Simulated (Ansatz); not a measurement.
## Run report: CH7BOSSi, geometry relaxation (part 2 of 2)

Continued. System: CH7BOSSi, SMILES CB[SiH](O)S. Method: RKS PBE-D4/def2-SVP (Ansatz 0.2.0). The geometry: force-field start.

Geometry of the input (Å):
```
C  -1.5115  -0.3064  0.7757
B  -0.0163  -0.0286  1.0209
Si 1.2043  -0.0360  -0.4780
O  1.2661  -1.5549  -1.2490
S  0.7046  1.4955  -1.8788
H  -2.1094  -0.1989  1.7254
H  -1.6854  -1.2567  0.3063
H  -1.9082  0.5410  0.0755
H  0.3878  0.1812  2.1603
H  2.5969  0.2135  0.0654
H  0.2748  -1.6215  -1.6177
H  0.8732  2.5167  -0.8720
```

Trajectory as extended XYZ, continued
```
12
Properties=species:S:1:pos:R:3:forces:R:3 step=6 energy=-22566.32038
C    -1.5119   -0.3658    0.7907    0.1034  -0.1154  -0.0685
B    -0.0335    0.0873    1.0579    0.0020   0.2961   0.0276
Si    1.3068   -0.0860   -0.4519   -0.0255  -0.0947   0.1270
O     1.1340   -1.4936   -1.3707   -0.1213   0.0248   0.0511
S     0.7369    1.6043   -1.7361   -0.0083   0.1102   0.1400
H    -2.1525   -0.5010    1.6834   -0.0199   0.0310   0.0094
H    -1.6152   -1.2465    0.1164   -0.0184   0.0534   0.0827
H    -1.9378    0.4860    0.1981    0.0356  -0.0243   0.1172
H     0.2529    0.7313    2.0811   -0.1214  -0.2151  -0.3709
H     2.7652   -0.0320   -0.1253    0.1046   0.0074   0.0012
H     0.2024   -1.7666   -1.4648    0.0715  -0.0236  -0.0393
H     0.9296    2.5276   -0.7449   -0.0021  -0.0499  -0.0776
12
Properties=species:S:1:pos:R:3:forces:R:3 step=7 energy=-22566.33824
C    -1.5100   -0.3993    0.7889    0.0955   0.3818  -0.1415
B    -0.0547    0.1680    0.9925    0.0944  -0.0232   0.4219
Si    1.3259   -0.1130   -0.4535   -0.1290   0.1011   0.2293
O     1.1109   -1.4935   -1.3904   -0.1258  -0.1203  -0.0388
S     0.7571    1.6250   -1.6768    0.0006   0.1997   0.1063
H    -2.1064   -0.5633    1.7097    0.0608   0.0282  -0.0211
H    -1.5996   -1.2754    0.1140   -0.0095  -0.0292   0.0330
H    -2.0060    0.4514    0.2394    0.0295  -0.1930   0.1563
H     0.2002    0.8951    1.9830   -0.1798  -0.2736  -0.6168
H     2.7900   -0.0915   -0.1375    0.0483  -0.0102   0.0034
H     0.1800   -1.7752   -1.4735    0.1212   0.0381  -0.0102
H     0.9894    2.5166   -0.6618   -0.0063  -0.0995  -0.1217
12
Properties=species:S:1:pos:R:3:forces:R:3 step=8 energy=-22566.35624
C    -1.5131   -0.4222    0.8016    0.1166   0.2658  -0.1113
B    -0.0560    0.1555    0.9773   -0.1092   0.4892   0.2198
Si    1.3340   -0.1327   -0.4482   -0.0575  -0.0069   0.1815
O     1.1082   -1.4917   -1.4162   -0.0043  -0.0347  -0.0245
S     0.7717    1.6465   -1.6286   -0.0098   0.0573   0.0953
H    -2.0856   -0.5738    1.7414    0.0709   0.0292  -0.0451
H    -1.6134   -1.3135    0.1477   -0.0027  -0.0201   0.0669
H    -2.0317    0.4188    0.2600    0.0564  -0.1854   0.1602
H     0.1471    1.0335    1.8566   -0.0907  -0.5539  -0.4796
H     2.8014   -0.1283   -0.1342    0.0000  -0.0030  -0.0072
H     0.1775   -1.7611   -1.5176    0.0308   0.0203  -0.0014
H     1.0369    2.5140   -0.6058   -0.0005  -0.0578  -0.0547
12
Properties=species:S:1:pos:R:3:forces:R:3 step=9 energy=-22566.38508
C    -1.5499   -0.4482    0.8278   -0.1114   0.1453  -0.0657
B    -0.1234    0.1884    0.9188    0.1662   0.0141  -0.1082
Si    1.3086   -0.1187   -0.4532    0.0073   0.0709   0.0756
O     1.1368   -1.4681   -1.4436   -0.0746  -0.0549  -0.0171
S     0.8592    1.6829   -1.6535   -0.0475   0.0325   0.1074
H    -2.0082   -0.6235    1.8257    0.0075   0.0051  -0.0671
H    -1.6622   -1.3547    0.1965    0.0316   0.0204   0.0616
H    -2.1772    0.3524    0.3543    0.0246  -0.0994   0.0980
H     0.0971    1.0580    1.7548   -0.0583  -0.0621  -0.0520
H     2.7558   -0.1222   -0.0701    0.0709   0.0050   0.0505
H     0.2088   -1.7318   -1.5753    0.0020  -0.0340  -0.0352
H     1.2316    2.5304   -0.6482   -0.0182  -0.0429  -0.0481
12
Properties=species:S:1:pos:R:3:forces:R:3 step=10 energy=-22566.30906 accepted=F
C    -1.5400   -0.3883    0.8108    0.0106  -0.3507  -0.0050
B    -0.0663    0.1378    0.9058   -0.3235   0.4469  -0.1358
Si    1.3506   -0.1260   -0.4796   -0.5726  -0.2591   0.2612
O     1.1509   -1.4806   -1.4725    0.3802   0.1352   0.0633
S     0.7352    1.6638   -1.6526    0.2495  -0.2256   0.2106
H    -1.9867   -0.5862    1.8069    0.0311   0.0439   0.0954
H    -1.6666   -1.3022    0.1998   -0.1254  -0.0394  -0.1519
H    -2.1805    0.4114    0.3693    0.1173   0.0067  -0.0138
H     0.1271    0.9836    1.7660    0.2038   0.0315   0.0415
H     2.7549   -0.1020    0.0740    0.0261  -0.0013  -0.4647
H     0.2333   -1.7666   -1.6260    0.0041   0.1118   0.0890
H     1.1651    2.5003   -0.6679   -0.0010   0.1000   0.0101
12
Properties=species:S:1:pos:R:3:forces:R:3 step=12 energy=-22566.40613
C    -1.5567   -0.4046    0.8046   -0.1329   0.0589  -0.0569
B    -0.1160    0.2173    0.8418   -0.0502   0.1671   0.1605
Si    1.3474   -0.1688   -0.4367   -0.0591  -0.1846  -0.0702
O     1.1766   -1.4913   -1.4701    0.0934   0.0528   0.0788
S     0.7571    1.6571   -1.5557    0.0465  -0.0005   0.1289
H    -1.9241   -0.6137    1.8358    0.0876   0.0133  -0.0481
H    -1.6868   -1.3202    0.1939   -0.0170  -0.0059  -0.0287
H    -2.2609    0.3715    0.4163    0.0652  -0.0794   0.0331
H     0.0851    1.1409    1.6266    0.0307  -0.0876  -0.0762
H     2.7986   -0.1462   -0.0422   -0.0433   0.0113  -0.0931
H     0.2549   -1.7600   -1.6326    0.0091   0.0215   0.0277
H     1.2018    2.4628   -0.5477   -0.0299   0.0331  -0.0558
12
Properties=species:S:1:pos:R:3:forces:R:3 step=13 energy=-22566.42254
C    -1.5601   -0.3541    0.7673   -0.1452   0.0259   0.0643
B    -0.1041    0.2437    0.8006   -0.1774   0.2467   0.0643
Si    1.3720   -0.2199   -0.4188    0.0180  -0.2557  -0.0098
O     1.2177   -1.5358   -1.4651    0.0820   0.1478   0.0978
S     0.6558    1.6253   -1.4599    0.0505  -0.0195   0.1120
H    -1.8491   -0.6294    1.8121    0.1075  -0.0068  -0.1134
H    -1.7113   -1.2474    0.1294   -0.0418  -0.0008  -0.0372
H    -2.3088    0.4218    0.4788    0.1327  -0.0862   0.0014
H     0.1004    1.1910    1.5530    0.0804  -0.1131  -0.0143
H     2.8365   -0.1591   -0.0673   -0.1143   0.0240  -0.1259
H     0.3017   -1.8217   -1.6338    0.0242   0.0394   0.0497
H     1.1263    2.4305   -0.4623   -0.0167  -0.0016  -0.0889
12
Properties=species:S:1:pos:R:3:forces:R:3 step=14 energy=-22566.45384
C    -1.5678   -0.2814    0.7110    0.2043  -0.2798   0.1232
B    -0.0990    0.2991    0.7514   -0.1017   0.2458  -0.0749
Si    1.4035   -0.2835   -0.3755    0.0138  -0.2570   0.0309
O     1.2658   -1.5886   -1.4356    0.0370   0.1609   0.0830
S     0.5076    1.5544   -1.3528    0.0769  -0.0013   0.2084
H    -1.7515   -0.6761    1.7379    0.0107  -0.1045  -0.0236
H    -1.7469   -1.1164   -0.0001   -0.0500   0.0987   0.0245
H    -2.3416    0.4933    0.5745   -0.0809   0.1590  -0.1205
H     0.1456    1.2103    1.5362    0.0495  -0.1223  -0.0493
H     2.8893   -0.1574   -0.1166   -0.2444   0.0485  -0.1108
H     0.3551   -1.8980   -1.5970    0.0555   0.0443   0.0700
H     1.0169    2.3891   -0.3996    0.0294   0.0075  -0.1611
12
Properties=species:S:1:pos:R:3:forces:R:3 step=15 energy=-22566.46824
C    -1.5785   -0.2373    0.6663   -0.5087   0.1210   1.0101
B    -0.1099    0.3537    0.6993   -0.0446   0.4338  -0.1828
Si    1.4153   -0.3460   -0.3178    0.1887  -0.2348  -0.0162
O     1.3031   -1.6274   -1.4060   -0.0525   0.0936   0.0468
S     0.3725    1.4946   -1.2317    0.2900   0.3170   0.4474
H    -1.6595   -0.7801    1.6700   -0.1147   0.2763  -0.7605
H    -1.7827   -0.9830   -0.1282   -0.1169   0.0410  -0.0064
H    -2.4005    0.5595    0.6781    0.7792  -0.7144  -0.1019
H     0.1786    1.2185    1.5224   -0.0024  -0.1953  -0.0257
H     2.9158   -0.1268   -0.1653   -0.4271   0.0354  -0.0614
H     0.4005   -1.9762   -1.5414    0.1287   0.0549   0.0826
H     1.0221    2.3954   -0.4117   -0.1195  -0.2284  -0.4321
12
Properties=species:S:1:pos:R:3:forces:R:3 step=16 energy=-22566.53983
C    -1.5930   -0.2577    0.6847   -0.3609  -0.0832   0.3251
B    -0.1398    0.3718    0.6977    0.2608   0.2420   0.0816
Si    1.3892   -0.3435   -0.3041    0.3255  -0.2141  -0.0780
O     1.2997   -1.6219   -1.3976   -0.0548   0.0576   0.0412
S     0.3915    1.5128   -1.2068    0.1006   0.4414   0.4332
H    -1.6963   -0.8394    1.6524    0.0354   0.2661  -0.5451
H    -1.8110   -0.9642   -0.1503   -0.0262   0.1259   0.1431
H    -2.3932    0.5310    0.7077    0.2810  -0.3279  -0.0464
H     0.1675    1.1733    1.5759   -0.0248  -0.0866  -0.1248
H     2.8769   -0.0390   -0.2007   -0.3755  -0.0806   0.0185
H     0.4079   -2.0068   -1.5037    0.1345   0.0576   0.0795
H     1.1775    2.4283   -0.5213   -0.2954  -0.3983  -0.3280
12
Properties=species:S:1:pos:R:3:forces:R:3 step=17 energy=-22566.57567
C    -1.5852   -0.2256    0.6610   -0.0638  -0.5528   0.1032
B    -0.1352    0.4257    0.6636    0.1481   0.2489   0.1761
Si    1.3865   -0.3839   -0.2792    0.2300  -0.2094  -0.0408
O     1.3182   -1.6434   -1.3956   -0.1634  -0.0041   0.0706
S     0.2700    1.5033   -1.0807    0.5711   0.6744   0.0758
H    -1.6510   -0.8924    1.5616   -0.0073   0.1489  -0.2666
H    -1.8368   -0.8635   -0.2241    0.0607   0.1834   0.1972
H    -2.3862    0.5271    0.7755   -0.0974   0.1324  -0.0427
H     0.1918    1.1938    1.5596   -0.0218  -0.1813   0.0715
H     2.8552   -0.0056   -0.2205   -0.2997  -0.0493  -0.0563
H     0.4470   -2.0890   -1.4481    0.2356   0.1349   0.0579
H     1.2027    2.3986   -0.5390   -0.5921  -0.5262  -0.3459
12
Properties=species:S:1:pos:R:3:forces:R:3 step=19 energy=-22566.61804
C    -1.5798   -0.2170    0.6513   -0.0421  -0.0505   0.0160
B    -0.1228    0.4311    0.6951    0.0753   0.0391   0.0143
Si    1.3799   -0.3823   -0.2822    0.0526  -0.0650  -0.0173
O     1.3214   -1.6658   -1.3653   -0.0929   0.0059   0.0107
S     0.2596    1.5218   -1.0800    0.0398   0.1014   0.0833
H    -1.6709   -0.9361    1.4949   -0.0125   0.0152  -0.0060
H    -1.8237   -0.7811   -0.2743    0.0036   0.0165  -0.0077
H    -2.3735    0.5472    0.7916    0.0151  -0.0048  -0.0105
H     0.2157    1.1279    1.6409   -0.0192   0.0007  -0.0441
H     2.8217    0.0383   -0.2877   -0.0346  -0.0182   0.0080
H     0.4685   -2.1420   -1.3697    0.0950   0.0575   0.0151
H     1.1808    2.4027   -0.5806   -0.0801  -0.0980  -0.0617
12
Properties=species:S:1:pos:R:3:forces:R:3 step=20 energy=-22566.61978
C    -1.5778   -0.2191    0.6531   -0.0264  -0.0017   0.0199
B    -0.1199    0.4318    0.7016    0.0222   0.0361   0.0178
Si    1.3814   -0.3857   -0.2752    0.0067  -0.0373  -0.0476
O     1.3181   -1.6517   -1.3768   -0.0349  -0.0137   0.0313
S     0.2469    1.5174   -1.0653   -0.0159   0.0075  -0.0110
H    -1.6798   -0.9343    1.4981   -0.0059   0.0080  -0.0060
H    -1.8141   -0.7826   -0.2744   -0.0032  -0.0036  -0.0143
H    -2.3703    0.5492    0.7815    0.0231  -0.0176  -0.0045
H     0.2141    1.1337    1.6435   -0.0070  -0.0137  -0.0036
H     2.8193    0.0387   -0.2877    0.0091   0.0047   0.0059
H     0.4722   -2.1372   -1.3704    0.0301   0.0190   0.0012
H     1.1867    2.3847   -0.5940    0.0021   0.0125   0.0109
12
Properties=species:S:1:pos:R:3:forces:R:3 step=21 energy=-22566.62015
C    -1.5750   -0.2192    0.6504   -0.0059  -0.0055   0.0024
B    -0.1171    0.4340    0.7010    0.0091   0.0043   0.0045
Si    1.3818   -0.3858   -0.2786   -0.0031  -0.0178  -0.0061
O     1.3153   -1.6591   -1.3710   -0.0119   0.0112   0.0135
S     0.2435    1.5223   -1.0631   -0.0114  -0.0077  -0.0116
H    -1.6790   -0.9378    1.4918   -0.0018   0.0024  -0.0012
H    -1.8110   -0.7776   -0.2807    0.0002  -0.0002  -0.0016
H    -2.3664    0.5488    0.7810    0.0017  -0.0016  -0.0012
H     0.2167    1.1313    1.6459   -0.0054  -0.0037  -0.0014
H     2.8200    0.0374   -0.2923    0.0087   0.0042  -0.0060
H     0.4686   -2.1420   -1.3606    0.0071   0.0058   0.0011
H     1.1793    2.3926   -0.5897    0.0127   0.0086   0.0075
```

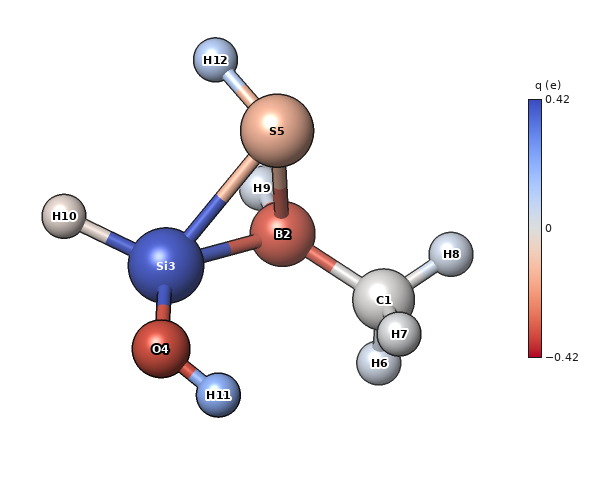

Fig. 1: Mulliken charges, as the colour of each atom (ball-and-stick view, seen at a tilt; atoms are numbered from 1 in the order of the input). By element: C 0.00, B −0.33, Si +0.40, O −0.33, S −0.15 and H −0.03 to +0.20 e.
